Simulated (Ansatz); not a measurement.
**Molecular dynamics of C2H7AlOSi (part 3 of 6)**

Continued. System: C2H7AlOSi. Method: RKS PBE0-D4/STO-3G (Ansatz 0.2.0). It belongs to a series of runs on one base structure; here: dynamics from the last frame of an earlier run.

Geometry of the input (Å):
```
C  -1.2963  0.6977  1.7775
Al -0.3374  -0.0280  0.2766
C  0.5943  0.8713  -1.1464
O  1.5407  -0.1801  -1.5042
Si 0.8440  -1.6228  -0.8034
H  -0.9434  1.7579  1.8385
H  -1.1551  0.2043  2.7656
H  -2.3391  0.7606  1.5947
H  0.0071  1.1915  -2.0774
H  1.1297  1.8560  -0.9271
H  1.9354  -2.6686  -0.5001
H  0.1520  -2.2682  -1.9258
```

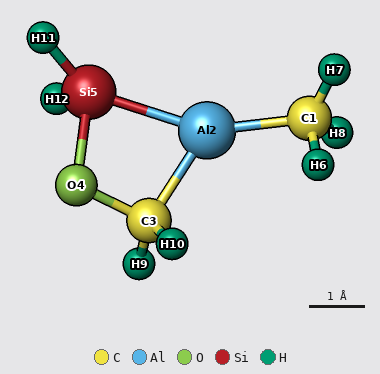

Fig. 1: The geometry at step 24 of the log (ball-and-stick view, seen at a tilt; atoms are numbered from 1 in the order of the input).

What the program printed, continued:
```
md step   247: t =   123.50 fs  T =   461.2 K  F+E_penalty+E_count = -18474.34052389 eV  E_kin = 0.596190 eV  conserved = -18473.74433398 eV  (26 SCF iters)
md step   248: t =   124.00 fs  T =   467.9 K  F+E_penalty+E_count = -18474.34941454 eV  E_kin = 0.604831 eV  conserved = -18473.74458388 eV  (26 SCF iters)
md step   249: t =   124.50 fs  T =   466.3 K  F+E_penalty+E_count = -18474.34748496 eV  E_kin = 0.602769 eV  conserved = -18473.74471638 eV  (26 SCF iters)
these checks for a lower state are left out or cut short: starts, cluster_reference, orbital_swaps, neighbouring_geometries, increment
554 factors; integrals over basis functions are off by at most 2.0e-5 eV
mean field -18474.12174045 eV, -678.9114517522 hartree, gradient 2.0e-5 eV, S^2 0.000000; 0 other end points of the search recorded, 0 dependent functions left out
the calculation of the forces begins
reference -18474.12176001 eV, -678.9114524708 hartree; 27, 27 occupied and 13, 13 virtual orbitals, 554 factors
554 factors; integrals over basis functions are off by at most 2.0e-5 eV
mean field evaluation 1952: about -18474.1217 eV, gradient 2.3e-3 eV
mean field -18474.12174045 eV, -678.9114517522 hartree, gradient 2.0e-5 eV, S^2 0.000000; 1 other end points of the search recorded, 0 dependent functions left out
the calculation of the forces begins
reference -18474.12176001 eV, -678.9114524708 hartree; 27, 27 occupied and 13, 13 virtual orbitals, 554 factors
md step   250: t =   125.00 fs  T =   454.9 K  F+E_penalty+E_count = -18474.33273077 eV  E_kin = 0.588030 eV  conserved = -18473.74470100 eV  (25 SCF iters)
```

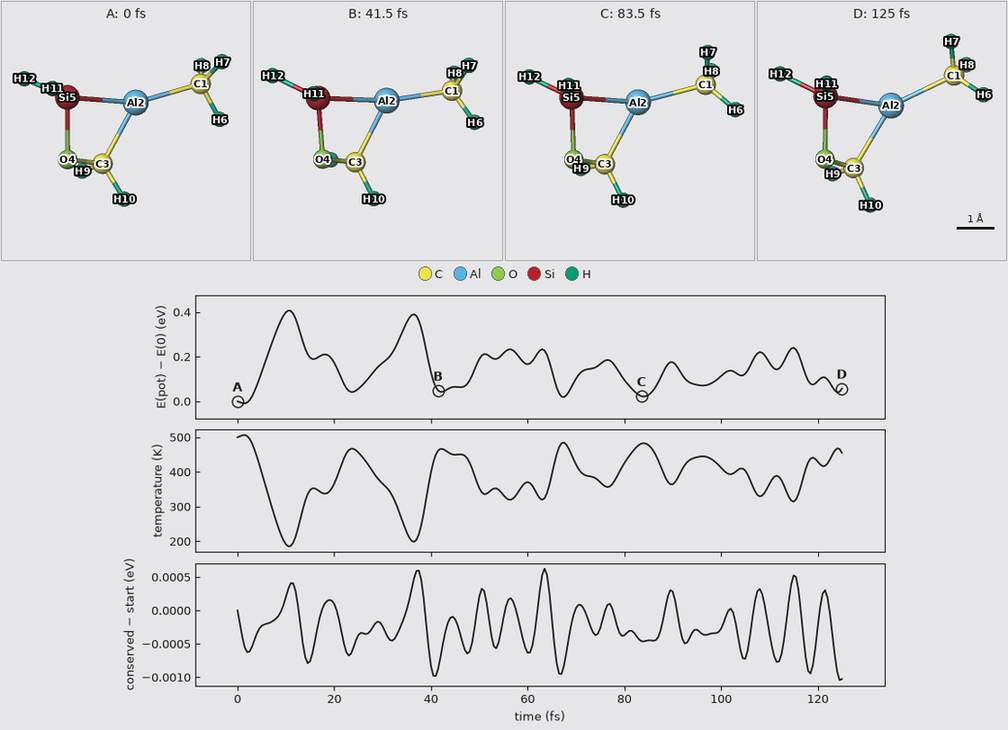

Fig. 2: Frames of the molecular dynamics (ball-and-stick, seen at a tilt) above the curves, on which the letters mark them. The trajectory kept here has 251 frames over 125 fs. The temperature starts at 500 K, ranges from 185 to 507 K and averages 406 K over the second half. The potential energy ends 0.057 eV above its first value. The conserved quantity stays within 0.0017 eV. After an unweighted best fit of the last frame on the first, the root-mean-square displacement is 0.46 Å, and H6 has moved furthest (0.92 Å).

```
Total energy: -18474.33275032 eV, -678.9192062219 hartree
Atom 0 at    -1.205557     0.483304     1.861319 Å, force     0.525363    -0.018060     0.476301 eV/Å
Atom 1 at    -0.387929     0.131137     0.157494 Å, force     0.365294     0.470582    -0.589470 eV/Å
Atom 2 at     0.608094     0.918335    -1.395872 Å, force    -0.703931     0.614641     0.926280 eV/Å
Atom 3 at     1.546643    -0.195639    -1.467422 Å, force     1.115999    -0.499886    -0.858488 eV/Å
Atom 4 at     0.813919    -1.597595    -0.688565 Å, force    -0.191379    -0.825039     0.560637 eV/Å
Atom 5 at    -0.575609     1.063058     2.573074 Å, force    -0.549911     0.146953    -0.747538 eV/Å
Atom 6 at    -1.285447    -0.482095     2.358416 Å, force    -0.212318    -0.421935     0.060276 eV/Å
Atom 7 at    -2.227981     0.881627     1.829321 Å, force     0.302056     0.299104     0.000236 eV/Å
Atom 8 at     0.019117     1.140667    -2.330444 Å, force     0.122235    -0.880662     0.225398 eV/Å
Atom 9 at     1.234528     1.845937    -1.332351 Å, force    -0.303643    -0.263290     0.599948 eV/Å
Atom 10 at     1.790998    -2.481228     0.074657 Å, force    -0.683496     1.105737    -0.928308 eV/Å
Atom 11 at     0.256337    -2.497462    -1.713956 Å, force     0.213732     0.271856     0.274728 eV/Å
Dipole moment:    -0.495656     0.075624     0.330389 e Å
```

Trajectory as extended XYZ (Å, eV, eV/Å), 64 of the 251 frames kept, from step=0 to step=250:
```
12
Properties=species:S:1:pos:R:3:forces:R:3 step=0 time_fs=0.0 energy=-18474.38997 temperature=500.0
C    -1.2963    0.6977    1.7775    1.9860   0.4873   0.4525
Al   -0.3374   -0.0280    0.2766   -0.3453   0.0835   0.4653
C     0.5943    0.8713   -1.1464   -0.5256   2.1823  -1.1480
O     1.5407   -0.1801   -1.5042    1.0258   0.0310  -0.1458
Si    0.8440   -1.6228   -0.8034    0.9435  -1.8543  -0.2991
H    -0.9434    1.7579    1.8385   -0.2725  -0.8388   0.3524
H    -1.1551    0.2043    2.7656    0.0367   0.3735  -0.7606
H    -2.3391    0.7606    1.5947   -1.5667  -0.0669  -0.2951
H     0.0071    1.1915   -2.0774    0.1577  -0.6621   0.9573
H     1.1297    1.8560   -0.9271   -0.0966  -1.1512   0.1715
H     1.9354   -2.6686   -0.5001   -1.2359   1.4367  -0.0823
H     0.1520   -2.2682   -1.9258   -0.1072  -0.0211   0.3318
12
Properties=species:S:1:pos:R:3:forces:R:3 step=4 time_fs=2.0 energy=-18474.39520 temperature=503.6
C    -1.2901    0.7009    1.7852    0.2055  -0.7401  -0.0667
Al   -0.3389   -0.0330    0.2814   -0.2759   0.0701   0.0871
C     0.5858    0.8827   -1.1599   -0.6383   1.0829  -0.4757
O     1.5534   -0.1594   -1.5104    0.6455  -0.6238   0.2817
Si    0.8406   -1.6309   -0.7973    1.1722  -1.4701  -0.9673
H    -0.9217    1.7226    1.7841    0.1032   0.4603   0.6886
H    -1.1554    0.2173    2.7875   -0.0867   0.5840  -1.0319
H    -2.3602    0.7865    1.5615    0.0020  -0.2306   0.1520
H     0.0234    1.1815   -2.0972   -0.0055  -0.2921   0.7906
H     1.1048    1.8392   -0.8726    0.0771  -0.5764  -0.0697
H     1.9151   -2.7008   -0.5189   -1.1574   1.5114   0.0291
H     0.1603   -2.2850   -1.9409   -0.0418   0.2244   0.5823
12
Properties=species:S:1:pos:R:3:forces:R:3 step=8 time_fs=4.0 energy=-18474.31833 temperature=444.3
C    -1.2831    0.7019    1.7926   -1.3592  -1.1815  -1.0946
Al   -0.3408   -0.0379    0.2863   -0.1520   0.0206  -0.3490
C     0.5752    0.8975   -1.1749   -0.4536  -0.5251   0.6196
O     1.5677   -0.1401   -1.5159    0.1875  -1.0845   0.6549
Si    0.8388   -1.6410   -0.7925    0.9605  -0.5444  -1.4593
H    -0.8981    1.6955    1.7427    0.3611   1.3592   0.8423
H    -1.1573    0.2408    2.7907   -0.0896   0.3964  -0.5800
H    -2.3817    0.8080    1.5312    1.3393  -0.3822   0.5879
H     0.0392    1.1661   -2.1027   -0.4105   0.2463   0.1132
H     1.0814    1.8116   -0.8193    0.3163   0.2450  -0.2181
H     1.8732   -2.7047   -0.5371   -0.6257   1.0986   0.2397
H     0.1676   -2.2976   -1.9451   -0.0743   0.3517   0.6435
12
Properties=species:S:1:pos:R:3:forces:R:3 step=12 time_fs=6.0 energy=-18474.19660 temperature=350.2
C    -1.2802    0.6995    1.7964   -1.4158  -0.2165  -2.1761
Al   -0.3429   -0.0427    0.2907   -0.0083  -0.0598  -0.7484
C     0.5634    0.9107   -1.1880   -0.0183  -1.7696   1.6969
O     1.5825   -0.1234   -1.5199   -0.3132  -1.3618   0.9381
Si    0.8383   -1.6517   -0.7898    0.3466   0.8827  -1.7134
H    -0.8684    1.6924    1.7173    0.1271   0.9581   0.8973
H    -1.1607    0.2715    2.7836   -0.0299  -0.0419   0.2975
H    -2.3792    0.8224    1.5118    1.5711  -0.4144   0.7588
H     0.0473    1.1553   -2.1060   -0.7634   0.7067  -0.5734
H     1.0638    1.7883   -0.7702    0.3860   0.7670  -0.3865
H     1.8200   -2.6883   -0.5505    0.3212   0.2056   0.5237
H     0.1734   -2.3037   -1.9373   -0.2032   0.3438   0.4856
12
Properties=species:S:1:pos:R:3:forces:R:3 step=16 time_fs=8.0 energy=-18474.07686 temperature=257.7
C    -1.2814    0.6965    1.7934    0.0050   1.0658  -2.3891
Al   -0.3451   -0.0477    0.2941    0.1367  -0.1536  -1.0529
C     0.5514    0.9184   -1.1957    0.3294  -2.0610   2.0656
O     1.5965   -0.1100   -1.5216   -0.8104  -1.4919   1.1208
Si    0.8383   -1.6613   -0.7893   -0.3706   2.4587  -1.7116
H    -0.8367    1.7066    1.7090   -0.3985  -0.1010   0.8726
H    -1.1648    0.3016    2.7815    0.0006  -0.3526   0.7729
H    -2.3485    0.8292    1.5064    0.6024  -0.2669   0.5643
H     0.0414    1.1576   -2.1191   -0.6582   0.8302  -0.5021
H     1.0532    1.7788   -0.7287    0.1882   0.7167  -0.6953
H     1.7732   -2.6683   -0.5538    1.3659  -0.8615   0.8032
H     0.1752   -2.3034   -1.9205   -0.3905   0.2172   0.1516
12
Properties=species:S:1:pos:R:3:forces:R:3 step=20 time_fs=10.0 energy=-18473.99080 temperature=191.3
C    -1.2824    0.6966    1.7832    2.0997   1.4422  -1.1365
Al   -0.3470   -0.0528    0.2960    0.2673  -0.2442  -1.2510
C     0.5404    0.9197   -1.1970    0.3945  -1.5824   1.5893
O     1.6085   -0.1001   -1.5206   -1.2524  -1.5160   1.2076
Si    0.8378   -1.6675   -0.7912   -0.5214   3.3290  -1.4307
H    -0.8124    1.7195    1.7171   -0.7719  -0.7624   0.6986
H    -1.1690    0.3255    2.7926   -0.0475  -0.3296   0.2657
H    -2.3075    0.8310    1.5113   -1.1577   0.0359   0.0801
H     0.0236    1.1752   -2.1407   -0.1272   0.5874   0.3320
H     1.0460    1.7826   -0.7006   -0.1063   0.3312  -1.0234
H     1.7516   -2.6639   -0.5421    1.7797  -1.3227   0.8969
H     0.1696   -2.2990   -1.9008   -0.5568   0.0315  -0.2285
12
Properties=species:S:1:pos:R:3:forces:R:3 step=24 time_fs=12.0 energy=-18474.01887 temperature=213.1
C    -1.2770    0.7012    1.7695    2.9224   1.0243   0.4830
Al   -0.3486   -0.0583    0.2961    0.3695  -0.3166  -1.3484
C     0.5306    0.9160   -1.1933    0.3494  -0.8587   0.8557
O     1.6176   -0.0939   -1.5167   -1.5907  -1.4730   1.2048
Si    0.8366   -1.6693   -0.7950    0.1869   2.9411  -0.9424
H    -0.8023    1.7191    1.7385   -0.7631  -0.6273   0.4190
H    -1.1741    0.3432    2.8082   -0.0873  -0.2150  -0.6282
H    -2.2875    0.8335    1.5180   -2.0635   0.2400  -0.2341
H     0.0033    1.2037   -2.1559    0.3843   0.1628   1.1447
H     1.0370    1.7927   -0.6918   -0.2851  -0.0420  -1.1523
H     1.7624   -2.6831   -0.5137    1.1703  -0.7236   0.6624
H     0.1534   -2.2940   -1.8853   -0.5932  -0.1121  -0.4642
12
Properties=species:S:1:pos:R:3:forces:R:3 step=28 time_fs=14.0 energy=-18474.15400 temperature=316.9
C    -1.2629    0.7090    1.7570    1.1535   0.3213   1.1890
Al   -0.3496   -0.0643    0.2943    0.4306  -0.3418  -1.3404
C     0.5220    0.9095   -1.1868    0.3520  -0.2790   0.3486
O     1.6228   -0.0913   -1.5099   -1.7861  -1.3923   1.1172
Si    0.8358   -1.6671   -0.8002    1.1149   1.8142  -0.4980
H    -0.8062    1.7077    1.7679   -0.3705   0.2304   0.1468
H    -1.1807    0.3565    2.8125   -0.0320  -0.2568  -1.0684
H    -2.3035    0.8400    1.5210   -0.8557   0.1430  -0.0850
H    -0.0101    1.2355   -2.1501    0.5731  -0.2541   1.3822
H     1.0228    1.8023   -0.7046   -0.2514  -0.2115  -0.9792
H     1.7950   -2.7155   -0.4729    0.0986   0.3533   0.2110
H     0.1262   -2.2909   -1.8783   -0.4270  -0.1266  -0.4240
12
Properties=species:S:1:pos:R:3:forces:R:3 step=32 time_fs=16.0 energy=-18474.19986 temperature=352.6
C    -1.2453    0.7178    1.7481   -1.3168  -0.2453   0.9689
Al   -0.3500   -0.0707    0.2905    0.4290  -0.2791  -1.2029
C     0.5145    0.9020   -1.1790    0.4547  -0.0374   0.2531
O     1.6238   -0.0920   -1.5005   -1.8174  -1.2827   0.9502
Si    0.8364   -1.6624   -0.8060    1.5973   0.7090  -0.2736
H    -0.8171    1.7010    1.8003    0.1032   1.1769  -0.0395
H    -1.1879    0.3647    2.7975    0.0871  -0.4903  -0.7926
H    -2.3351    0.8491    1.5224    0.9458  -0.0495   0.1395
H    -0.0132    1.2625   -2.1189    0.3628  -0.5367   0.9136
H     1.0042    1.8082   -0.7357   -0.0053  -0.1307  -0.5318
H     1.8298   -2.7416   -0.4281   -0.7499   1.1820  -0.2324
H     0.0911   -2.2901   -1.8790   -0.0904  -0.0162  -0.1525
12
Properties=species:S:1:pos:R:3:forces:R:3 step=36 time_fs=18.0 energy=-18474.17950 temperature=337.2
C    -1.2315    0.7261    1.7422   -2.4143   0.0526   0.3032
Al   -0.3498   -0.0775    0.2851    0.3577  -0.1235  -0.9232
C     0.5086    0.8943   -1.1704    0.6914  -0.1144   0.5752
O     1.6204   -0.0957   -1.4888   -1.6843  -1.1347   0.7140
Si    0.8392   -1.6567   -0.8122    1.5162  -0.0345  -0.2110
H    -0.8266    1.7153    1.8320    0.2133   1.1746  -0.1747
H    -1.1933    0.3632    2.7680    0.2056  -0.8146  -0.0096
H    -2.3500    0.8574    1.5262    1.7875  -0.1473   0.1679
H    -0.0098    1.2796   -2.0710   -0.1851  -0.6211  -0.1223
H     0.9857    1.8119   -0.7768    0.3618   0.1021   0.0486
H     1.8510   -2.7457   -0.3875   -1.1462   1.5308  -0.5420
H     0.0544   -2.2894   -1.8826    0.2964   0.1300   0.1740
12
Properties=species:S:1:pos:R:3:forces:R:3 step=40 time_fs=20.0 energy=-18474.21708 temperature=366.3
C    -1.2250    0.7348    1.7373   -1.8160   1.0175  -0.0910
Al   -0.3491   -0.0845    0.2784    0.2219   0.0799  -0.5134
C     0.5048    0.8862   -1.1598    0.9712  -0.1457   0.9533
O     1.6129   -0.1022   -1.4753   -1.4014  -0.9378   0.4295
Si    0.8440   -1.6510   -0.8187    0.9966  -0.3280  -0.1871
H    -0.8325    1.7505    1.8603   -0.0254   0.1548  -0.3132
H    -1.1949    0.3464    2.7382    0.2932  -0.9832   0.6313
H    -2.3327    0.8631    1.5329    1.3482  -0.1127   0.0007
H    -0.0101    1.2849   -2.0256   -0.7608  -0.6068  -1.1574
H     0.9739    1.8174   -0.8172    0.6561   0.2365   0.5270
H     1.8509   -2.7212   -0.3570   -1.0910   1.4091  -0.6702
H     0.0232   -2.2864   -1.8830    0.6074   0.2163   0.3904
12
Properties=species:S:1:pos:R:3:forces:R:3 step=44 time_fs=22.0 energy=-18474.31173 temperature=439.1
C    -1.2241    0.7466    1.7324   -0.0292   1.3904   0.3586
Al   -0.3481   -0.0914    0.2709    0.0187   0.2800   0.0040
C     0.5041    0.8778   -1.1464    0.9986   0.3605   0.7100
O     1.6022   -0.1110   -1.4609   -0.9926  -0.6859   0.1251
Si    0.8502   -1.6457   -0.8255    0.1280  -0.1329  -0.1653
H    -0.8389    1.7887    1.8827   -0.2265  -0.8664  -0.3922
H    -1.1909    0.3115    2.7192    0.3244  -0.7179   0.4701
H    -2.2913    0.8669    1.5395   -0.2359   0.0432  -0.3076
H    -0.0241    1.2784   -2.0009   -0.8498  -0.7446  -1.3555
H     0.9744    1.8269   -0.8479    0.6875   0.0614   0.7097
H     1.8305   -2.6703   -0.3390   -0.5841   0.8234  -0.5694
H     0.0034   -2.2795   -1.8762    0.7610   0.1887   0.4124
12
Properties=species:S:1:pos:R:3:forces:R:3 step=48 time_fs=24.0 energy=-18474.34742 temperature=466.7
C    -1.2233    0.7625    1.7288    1.7067   0.6493   1.1735
Al   -0.3471   -0.0979    0.2635   -0.2407   0.4643   0.5721
C     0.5066    0.8707   -1.1308    0.6716   1.2449  -0.2398
O     1.5890   -0.1214   -1.4461   -0.4941  -0.3645  -0.1762
Si    0.8564   -1.6406   -0.8325   -1.0060   0.5105  -0.1730
H    -0.8492    1.8114    1.8978   -0.1666  -1.1620  -0.3321
H    -1.1809    0.2634    2.7083    0.2679  -0.0649  -0.2539
H    -2.2548    0.8714    1.5401   -1.9238   0.1849  -0.5688
H    -0.0535    1.2573   -2.0008   -0.3345  -0.9984  -0.6245
H     0.9876    1.8373   -0.8655    0.4549  -0.3192   0.6023
H     1.7996   -2.6044   -0.3315    0.3435  -0.1784  -0.2019
H    -0.0022   -2.2691   -1.8618    0.7211   0.0333   0.2223
12
Properties=species:S:1:pos:R:3:forces:R:3 step=52 time_fs=26.0 energy=-18474.31286 temperature=440.1
C    -1.2175    0.7803    1.7287    1.3785  -0.7406   1.2394
Al   -0.3464   -0.1037    0.2568   -0.5058   0.6645   1.0909
C     0.5112    0.8674   -1.1161    0.2357   1.7604  -1.2286
O     1.5747   -0.1326   -1.4317    0.0497   0.0454  -0.4639
Si    0.8614   -1.6347   -0.8397   -2.0564   1.2191  -0.1176
H    -0.8623    1.8132    1.9068    0.1676  -0.5887  -0.1074
H    -1.1658    0.2140    2.6929    0.1520   0.5924  -0.7504
H    -2.2520    0.8792    1.5305   -1.7596   0.1110  -0.4543
H    -0.0890    1.2176   -2.0124    0.3497  -1.0283   0.2896
H     1.0093    1.8418   -0.8717    0.1367  -0.5791   0.3550
H     1.7754   -2.5420   -0.3277    1.3531  -1.2265   0.2930
H     0.0059   -2.2582   -1.8435    0.4988  -0.2295  -0.1457
12
Properties=species:S:1:pos:R:3:forces:R:3 step=56 time_fs=28.0 energy=-18474.26152 temperature=400.4
C    -1.2078    0.7958    1.7323   -0.6582  -2.0897   0.3003
Al   -0.3465   -0.1085    0.2518   -0.7203   0.9173   1.4674
C     0.5165    0.8697   -1.1051   -0.1103   1.4643  -1.7188
O     1.5604   -0.1438   -1.4185    0.6008   0.5322  -0.7338
Si    0.8635   -1.6272   -0.8471   -2.3394   1.2072   0.3080
H    -0.8720    1.8044    1.9139    0.5920   0.4391   0.1968
H    -1.1478    0.1755    2.6641    0.0313   0.9046  -0.6166
H    -2.2805    0.8888    1.5127    0.0178  -0.0852  -0.0034
H    -0.1183    1.1586   -2.0191    0.7972  -0.6902   0.7922
H     1.0339    1.8357   -0.8711   -0.0916  -0.4903   0.1017
H     1.7762   -2.5020   -0.3187    1.6962  -1.5804   0.4850
H     0.0233   -2.2518   -1.8280    0.1847  -0.5290  -0.5788
12
Properties=species:S:1:pos:R:3:forces:R:3 step=60 time_fs=30.0 energy=-18474.21759 temperature=366.5
C    -1.2000    0.8049    1.7368   -2.1049  -2.3434  -0.9647
Al   -0.3475   -0.1121    0.2487   -0.8448   1.2072   1.6509
C     0.5215    0.8764   -1.0995   -0.2787   0.4686  -1.5518
O     1.5476   -0.1536   -1.4070    1.1259   1.0274  -0.9721
Si    0.8626   -1.6182   -0.8540   -1.6667   0.1336   1.1291
H    -0.8708    1.8031    1.9245    0.7403   0.8498   0.3445
H    -1.1292    0.1535    2.6244   -0.0686   0.7202   0.0981
H    -2.3092    0.8970    1.4948    1.4366  -0.2102   0.4070
H    -0.1328    1.0869   -2.0116    0.8372  -0.0852   0.6942
H     1.0569    1.8207   -0.8685   -0.1671  -0.0659  -0.0969
H     1.8078   -2.4907   -0.3013    1.0300  -0.9747   0.1293
H     0.0444   -2.2554   -1.8235   -0.0393  -0.7275  -0.8677
```
